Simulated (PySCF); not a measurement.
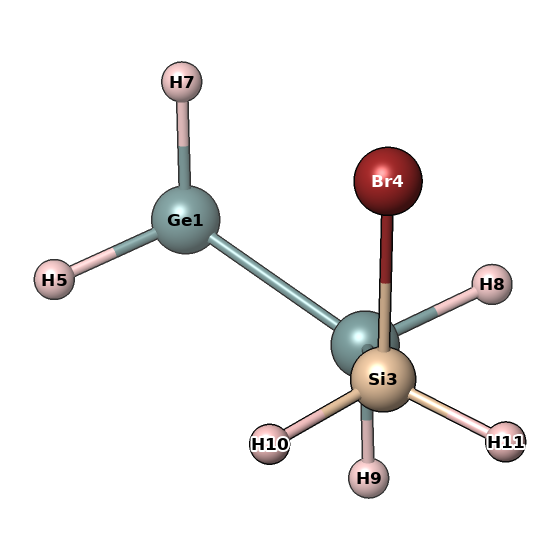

Ge2 lies behind Si3. The molecule seen nearly along the Si3–Ge2 bond, Si3 in front. Depth is shown by fading: the farther an atom, the more it takes the colour of the background. Computed geometry: GFN2-xTB optimisation. No frequency run is at hand to confirm it as a minimum.

What is the torsion angle Br4–Si3–Ge2–Ge1? The sign is positive where the front bond must turn clockwise to cover the back bond.

−57°, synclinal (gauche). The bonds about Si3–Ge2 are staggered.
